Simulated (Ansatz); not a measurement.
# GaGeC (doublet): one geometry, many settings at a displaced geometry (v1)

Aim: run GaGeC (doublet) at one geometry under a spread of methods and options, and see what each costs and gives.

The runs use Ansatz 0.2.0, Gaussian basis; the settings change from run to run.

40 further runs of the same task are left out: 2 for a known fault of the program, 26 that didn't finish, 12 set aside as unsound or not needed.

### Step 1. What is computed

The geometry is a PBE0/def2-TZVP stationary point (not a proven minimum) with its atoms shifted at random (size 0.040 Å). No spin-orbit coupling is included. The filled d shell of Ga, Ge may be among the frozen orbitals whatever the setting's name suggests; the logs give the count.

3 atoms, charge 0, spin multiplicity 2.

Atoms are counted from 1 here; the program's logs count them from 0.

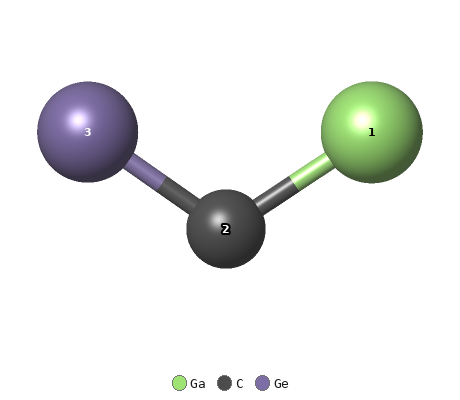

The geometry (gallium green, carbon dark grey, germanium purple); atoms are numbered from 1 in the order of the file.

### Step 2. MP2 on ROHF/STO-3G

in.yaml reads:

```yaml
crystal:
  periodic: [false, false, false]
  atoms:
    - {symbol: Ga, position_ang: [-0.022112, 0.056509, -1.527824]}
    - {symbol: C, position_ang: [-0.022946, -0.940133, 0.021127]}
    - {symbol: Ge, position_ang: [0.025018, 0.101207, 1.462978]}
basis:
  gaussian: {orbitals: STO-3G}
magnetization: {spin_polarized: false, initial_magnetization: 1}
correlation: {method: mp2, electrons: all}
accuracy: high
```

Started as:

```console
ansatz run in.yaml --threads 1 --pin off --events-out ev --progress --plain --max-ram 2393MiB
```

Output:

```text
Functional definition: HF
  name "HF"
  cite "Fock, Z. Phys. 61, 126 (1930) doi:10.1007/BF01340294"
  parent pbe
  exchange = exact_x
  correlation = 0
578 factors; integrals over basis functions are off by at most 1.2e-8 eV
mean field evaluation 1: about -108568.5136 eV, gradient 2.4e1 eV
mean field evaluation 2: about -108568.5650 eV, gradient 2.4e1 eV
mean field evaluation 4: about -108573.0208 eV, gradient 9.5e0 eV
mean field evaluation 8: about -108573.3888 eV, gradient 6.9e0 eV
mean field evaluation 16: about -108574.4617 eV, gradient 2.1e-2 eV
mean field evaluation 32: about -108574.4586 eV, gradient 2.1e-2 eV
mean field evaluation 64: about -108574.4551 eV, gradient 3.2e-2 eV
mean field evaluation 96: about -108571.2196 eV, gradient 1.1e1 eV
mean field -108574.46171523 eV, -3990.0378736214 hartree, gradient 2.3e-8 eV, S^2 0.750000; 10 other end points of the search recorded, 0 dependent functions left out
mean field evaluation 128: about -108574.7707 eV, gradient 4.2e-1 eV
unrestricted determinant -108574.80574898 eV, -3990.0505166284 hartree, S^2 1.6151
reference -108574.46171523 eV, -3990.0378736214 hartree; 35, 34 occupied and 6, 7 virtual orbitals, 578 factors
second order -5.32247393 eV of doubles, -0.00253638 eV of singles
Total energy: -108579.78672555 eV, -3990.2335641410 hartree
```

Run time: 18 s. Hardware: 1 thread of AMD EPYC, shared host.

### Step 3. HF/STO-3G

Changes to in.yaml since step 2:

```diff
@@ -8,4 +8,5 @@
   gaussian: {orbitals: STO-3G}
-magnetization: {spin_polarized: false, initial_magnetization: 1}
-correlation: {method: mp2, electrons: all}
+magnetization: {spin_polarized: true, initial_magnetization: 1}
+hamiltonian: {xc: hf}
 accuracy: high
+output: {forces: true, orbitals: {seedname: orbitals}}
```

The command is unchanged.

Output (excerpt; [...] marks lines left out):

```text
Functional definition: HF
  name "HF"
  cite "Fock, Z. Phys. 61, 126 (1930) doi:10.1007/BF01340294"
  parent pbe
[...]
578 factors; integrals over basis functions are off by at most 1.2e-8 eV
[...]
mean field -108574.80574898 eV, -3990.0505166285 hartree, gradient 1.7e-8 eV, S^2 1.615065; 9 other end points of the search recorded, 0 dependent functions left out
[...]
reference -108574.80574898 eV, -3990.0505166285 hartree; 35, 34 occupied and 6, 7 virtual orbitals, 578 factors
Total energy: -108574.80574898 eV, -3990.0505166285 hartree
Atom 0 at    -0.022112     0.056509    -1.527824 Å, force     0.012256    -1.255366     2.815753 eV/Å
Atom 1 at    -0.022946    -0.940133     0.021127 Å, force     0.077844     2.935028     0.337509 eV/Å
Atom 2 at     0.025018     0.101207     1.462978 Å, force    -0.090100    -1.679662    -3.153262 eV/Å
Dipole moment:     0.009181    -0.111191     0.775497 e Å
```

It took 33 s on 1 thread of AMD EPYC, shared host.

From the report: ⟨S²⟩ of the determinant 1.615 (pure doublet: 0.75). The determinant is far from a pure spin state, so its energy mixes those of several spin states (harmless only where they are near-degenerate, as at dissociation).

### Step 4. CCSD on ROHF/6-31G*

in.yaml reads:

```yaml
crystal:
  periodic: [false, false, false]
  atoms:
    - {symbol: Ga, position_ang: [-0.022112, 0.056509, -1.527824]}
    - {symbol: C, position_ang: [-0.022946, -0.940133, 0.021127]}
    - {symbol: Ge, position_ang: [0.025018, 0.101207, 1.462978]}
basis:
  gaussian: {orbitals: "6-31G*"}
magnetization: {spin_polarized: false, initial_magnetization: 1}
correlation: {method: ccsd, electrons: outside_noble_gas, diis_vectors: 12}
accuracy: high
scf: {lower_state_search: off}
```

Launched as before.

Output (excerpt; [...] marks lines left out):

```text
Functional definition: HF
  name "HF"
  cite "Fock, Z. Phys. 61, 126 (1930) doi:10.1007/BF01340294"
  parent pbe
[...]
1539 factors; integrals over basis functions are off by at most 4.7e-9 eV
[...]
mean field -109819.47854228 eV, -4035.7913981125 hartree, gradient 7.1e-8 eV, S^2 0.750000; 0 other end points of the search recorded, 0 dependent functions left out
29 core orbitals not correlated: weight in the atoms' cores, before any rotation towards them, 0.992 or more for the frozen orbitals, at most 0.007 for the correlated occupied ones
reference -109819.47854228 eV, -4035.7913981125 hartree; 6, 5 occupied and 50, 51 virtual orbitals, 1539 factors
second order -7.09006830 eV of doubles, -0.07126508 eV of singles
cycle   1  -6.91121164 eV  change    2.5e-1 eV  update   1.3e-1
[...]
cycle  32  -7.43826287 eV  change  -6.7e-10 eV  update  7.2e-10
Total energy: -109826.91680514 eV, -4036.0647492310 hartree
Checks for a lower state left out: stability, starts, cluster_reference, orbital_swaps, neighbouring_geometries, increment
```

Run time: 17 s. Hardware: 1 thread of AMD EPYC, shared host; peak memory 0.37 GiB.

From the report: correlation -7.4383 eV; T1 0.052; largest double amplitude 0.08.

### Step 5. CISD/def2-mTZVP

in.yaml reads:

```yaml
crystal:
  periodic: [false, false, false]
  atoms:
    - {symbol: Ga, position_ang: [-0.022112, 0.056509, -1.527824]}
    - {symbol: C, position_ang: [-0.022946, -0.940133, 0.021127]}
    - {symbol: Ge, position_ang: [0.025018, 0.101207, 1.462978]}
basis:
  gaussian: {orbitals: def2-mTZVP}
magnetization: {spin_polarized: false, initial_magnetization: 1}
correlation: {active_space: {ras: {orbitals: [5, 1, 56], electrons: 11, max_holes: 2, max_particles: 2}, fixed_orbitals: true}}
```

Same command.

Output:

```text
Functional definition: HF
  name "HF"
  cite "Fock, Z. Phys. 61, 126 (1930) doi:10.1007/BF01340294"
  parent pbe
  exchange = exact_x
  correlation = 0
840 factors; integrals over basis functions are off by at most 1.1e-3 eV
mean field evaluation 1: about -109830.8813 eV, gradient 3.6e1 eV
mean field evaluation 2: about -109830.8837 eV, gradient 3.6e1 eV
mean field evaluation 4: about -109834.8201 eV, gradient 4.3e0 eV
mean field evaluation 8: about -109835.0180 eV, gradient 2.8e-1 eV
mean field evaluation 16: about -109833.4670 eV, gradient 1.6e1 eV
mean field evaluation 32: about -109835.0230 eV, gradient 1.3e-3 eV
mean field evaluation 64: about -109834.7619 eV, gradient 1.1e-4 eV
mean field -109835.02304380 eV, -4036.3626480070 hartree, gradient 1.5e-6 eV, S^2 0.750000; 10 other end points of the search recorded, 0 dependent functions left out
reference -109835.02304380 eV, -4036.3626480070 hartree; 35, 34 occupied and 56, 57 virtual orbitals, 840 factors
state -109841.79110920 eV, -4036.6113698229 hartree
Total energy: -109841.79110920 eV, -4036.6113698229 hartree
```

Run time: 46 s. Hardware: 1 thread of AMD EPYC, shared host.

From the report: 107,039 determinants.

### Step 6. CCSD on ROHF/cc-pVDZ

in.yaml reads:

```yaml
crystal:
  periodic: [false, false, false]
  atoms:
    - {symbol: Ga, position_ang: [-0.022112, 0.056509, -1.527824]}
    - {symbol: C, position_ang: [-0.022946, -0.940133, 0.021127]}
    - {symbol: Ge, position_ang: [0.025018, 0.101207, 1.462978]}
basis:
  gaussian: {orbitals: cc-pVDZ}
magnetization: {spin_polarized: false, initial_magnetization: 1}
correlation: {method: ccsd, electrons: outside_noble_gas}
```

Same command.

Output (excerpt; [...] marks lines left out):

```text
Functional definition: HF
  name "HF"
  cite "Fock, Z. Phys. 61, 126 (1930) doi:10.1007/BF01340294"
  parent pbe
[...]
783 factors; integrals over basis functions are off by at most 6.2e-4 eV
[...]
mean field -109833.27194735 eV, -4036.2982963996 hartree, gradient 4.4e-6 eV, S^2 0.750000; 10 other end points of the search recorded, 0 dependent functions left out
[...]
determinant -109833.27194735 eV, -4036.2982963996 hartree, with singles and doubles -109840.65249100 eV, -4036.5695263760 hartree
determinant -109833.01773184 eV, -4036.2889541517 hartree, with singles and doubles -109839.93046233 eV, -4036.5429923118 hartree
29 core orbitals not correlated: weight in the atoms' cores, before any rotation towards them, 0.993 or more for the frozen orbitals, at most 0.007 for the correlated occupied ones
reference -109833.27194735 eV, -4036.2982963996 hartree; 6, 5 occupied and 33, 34 virtual orbitals, 783 factors
second order -7.00076138 eV of doubles, -0.07242743 eV of singles
cycle   1  -7.37763873 eV  change    2.9e-3 eV  update   8.7e-3
[...]
cycle  11  -7.39101482 eV  change    6.1e-6 eV  update   6.5e-6
Total energy: -109840.66296217 eV, -4036.5699111843 hartree
```

Wall time 91 s (1 thread of AMD EPYC, shared host); peak memory 0.26 GiB.

From the report: correlation -7.3910 eV; T1 0.051; largest double amplitude 0.08.

### Step 7. MP2 on ROHF/cc-pVDZ

Changes to in.yaml since step 6:

```diff
@@ -9,2 +9,2 @@
 magnetization: {spin_polarized: false, initial_magnetization: 1}
-correlation: {method: ccsd, electrons: outside_noble_gas}
+correlation: {method: mp2, electrons: valence}
```

The command is unchanged.

Output (excerpt; [...] marks lines left out):

```text
Functional definition: HF
  name "HF"
  cite "Fock, Z. Phys. 61, 126 (1930) doi:10.1007/BF01340294"
  parent pbe
[...]
783 factors; integrals over basis functions are off by at most 6.2e-4 eV
[...]
mean field -109833.27194735 eV, -4036.2982963996 hartree, gradient 4.4e-6 eV, S^2 0.750000; 10 other end points of the search recorded, 0 dependent functions left out
[...]
19 core orbitals not correlated: weight in the atoms' cores, before any rotation towards them, 1.000 or more for the frozen orbitals, at most 0.000 for the correlated occupied ones
reference -109833.27194735 eV, -4036.2982963996 hartree; 16, 15 occupied and 33, 34 virtual orbitals, 783 factors
second order -8.04499503 eV of doubles, -0.07711232 eV of singles
Total energy: -109841.39405469 eV, -4036.5967783390 hartree
```

It took 37 s on 1 thread of AMD EPYC, shared host; peak memory 0.26 GiB.

### Step 8. BCCD(T) on ROHF/cc-pVDZ

Changes to in.yaml since step 7:

```diff
@@ -7,4 +7,6 @@
 basis:
-  gaussian: {orbitals: cc-pVDZ}
+  gaussian: {orbitals: cc-pVDZ, fitting: {mean_field: def2-universal-jkfit}}
 magnetization: {spin_polarized: false, initial_magnetization: 1}
-correlation: {method: mp2, electrons: valence}
+hamiltonian: {pseudopotentials: {relativity: scalar}}
+correlation: {method: bccd_t, electrons: outside_noble_gas}
+output: {forces: true}
```

Launched as before.

Output (excerpt; [...] marks lines left out):

```text
Functional definition: HF
  name "HF"
  cite "Fock, Z. Phys. 61, 126 (1930) doi:10.1007/BF01340294"
  parent pbe
[...]
607 factors; integrals over basis functions are off by at most 4.8e-2 eV
[...]
mean field -110708.61610891 eV, -4068.4666010072 hartree, gradient 1.4e-6 eV, S^2 0.750000; 10 other end points of the search recorded, 0 dependent functions left out
[...]
determinant -110708.61610891 eV, -4068.4666010072 hartree, with singles and doubles -110716.00866656 eV, -4068.7382724898 hartree
determinant -110708.40895204 eV, -4068.4589881328 hartree, with singles and doubles -110715.32561224 eV, -4068.7131707068 hartree
29 core orbitals not correlated: weight in the atoms' cores, before any rotation towards them, 0.992 or more for the frozen orbitals, at most 0.007 for the correlated occupied ones
reference -110708.61610891 eV, -4068.4666010072 hartree; 6, 5 occupied and 33, 34 virtual orbitals, 607 factors
second order -6.99978788 eV of doubles, -0.07961701 eV of singles
cycle   1  -7.35503484 eV  change    3.8e-2 eV  update   1.9e-2
[...]
cycle  20  -7.37569299 eV  change   -1.5e-7 eV  update   4.4e-7
perturbative correction -0.56713255 eV, -0.0208417366 hartree
[...]
Total energy: -110716.55893444 eV, -4068.7584944618 hartree
Relativity: scalar
Atom 0 at    -0.022112     0.056509    -1.527824 Å, force    -0.000154     0.410222    -0.669845 eV/Å
Atom 1 at    -0.022946    -0.940133     0.021127 Å, force    -0.026577    -0.980248    -0.150323 eV/Å
Atom 2 at     0.025018     0.101207     1.462978 Å, force     0.026731     0.570027     0.820167 eV/Å
Dipole moment:     0.004446     0.355721    -0.283259 e Å
```

Run time: 86 s. Hardware: 1 thread of AMD EPYC, shared host.

From the report: correlation -7.9428 eV; largest double amplitude 0.08.

### Step 9. BCCD on UHF/6-31G

in.yaml reads:

```yaml
crystal:
  periodic: [false, false, false]
  atoms:
    - {symbol: Ga, position_ang: [-0.022112, 0.056509, -1.527824]}
    - {symbol: C, position_ang: [-0.022946, -0.940133, 0.021127]}
    - {symbol: Ge, position_ang: [0.025018, 0.101207, 1.462978]}
basis:
  gaussian: {orbitals: 6-31G}
magnetization: {spin_polarized: true, initial_magnetization: 1}
correlation: {method: bccd, electrons: outside_noble_gas, diis_vectors: 12}
```

The command is unchanged.

Output (excerpt; [...] marks lines left out):

```text
Functional definition: HF
  name "HF"
  cite "Fock, Z. Phys. 61, 126 (1930) doi:10.1007/BF01340294"
  parent pbe
[...]
634 factors; integrals over basis functions are off by at most 4.3e-4 eV
[...]
mean field -109816.67036551 eV, -4035.6881995197 hartree, gradient 7.5e-6 eV, S^2 1.229343; 23 other end points of the search recorded, 0 dependent functions left out
determinant -109816.67036551 eV, -4035.6881995197 hartree, with singles and doubles -109821.70918636 eV, -4035.8733727706 hartree
determinant -109816.51937927 eV, -4035.6826508779 hartree, with singles and doubles -109821.80496232 eV, -4035.8768924723 hartree
determinant -109816.30241261 eV, -4035.6746775002 hartree, with singles and doubles -109820.88468194 eV, -4035.8430727922 hartree
determinant -109814.55284370 eV, -4035.6103820285 hartree, with singles and doubles -109818.80706964 eV, -4035.7667219483 hartree
[...]
determinant -109813.44994428 eV, -4035.5698512227 hartree, with singles and doubles -109818.20934580 eV, -4035.7447560024 hartree
determinant -109816.67036551 eV, -4035.6881995197 hartree, with singles and doubles -109821.83718615 eV, -4035.8780766760 hartree
determinant -109816.51937927 eV, -4035.6826508779 hartree, with singles and doubles -109821.82437425 eV, -4035.8776058474 hartree
[...]
29 core orbitals not correlated: weight in the atoms' cores, before any rotation towards them, 0.985 or more for the frozen orbitals, at most 0.013 for the correlated occupied ones
reference -109816.51937927 eV, -4035.6826508779 hartree; 6, 5 occupied and 32, 33 virtual orbitals, 634 factors
second order -4.74166738 eV of doubles, -0.00000000 eV of singles
cycle   1  -5.20906598 eV  change    9.6e-2 eV  update   4.8e-2
[...]
cycle  17  -5.27157305 eV  change    7.4e-6 eV  update   6.9e-6
WARN: the results are in doubt because among natural orbitals full CI differs from the method by -0.082 eV
Total energy: -109821.79095233 eV, -4035.8763776144 hartree
In doubt: among natural orbitals full CI differs from the method by -0.082 eV
```

It took 2 min on 1 thread of AMD EPYC, shared host.

From the report: ⟨S²⟩ of the determinant 1.041 (pure doublet: 0.75); correlation -5.2716 eV; largest double amplitude 0.09. The program marks this result as in doubt; its last lines say why.

### Step 10. The runs in one table

 † marks a result that the program doubts.

| level | correlated | functions | energy (eV) | time |
| --- | --- | --- | --- | --- |
| MP2 on ROHF/STO-3G | all | 41 | -108579.7867 | 18 s |
| HF/STO-3G |  | 41 | -108574.8057 | 33 s |
| CCSD on ROHF/6-31G* | outside noble gas | 85 | -109826.9168 | 17 s |
| CISD/def2-mTZVP | outside noble gas | 91 | -109841.7911 | 46 s |
| CCSD on ROHF/cc-pVDZ | outside noble gas | 68 | -109840.6630 | 91 s |
| MP2 on ROHF/cc-pVDZ | valence | 68 | -109841.3941 | 37 s |
| BCCD(T) on ROHF/cc-pVDZ (relativity set) | outside noble gas | 68 | -110716.5589 | 86 s |
| BCCD on UHF/6-31G † | outside noble gas | 67 | -109821.7910 | 2 min |

### Step 11. Outcome

```
quantity                       value
    runs                           8
quickest   CCSD on ROHF/6-31G*, 17 s
 slowest  BCCD on UHF/6-31G †, 2 min
```

In words: Total energies in different bases, with other cores or another treatment of relativity can't be set against each other. BCCD on UHF/6-31G † took 7 times as long as CCSD on ROHF/6-31G*; the jobs differ in more than the method.
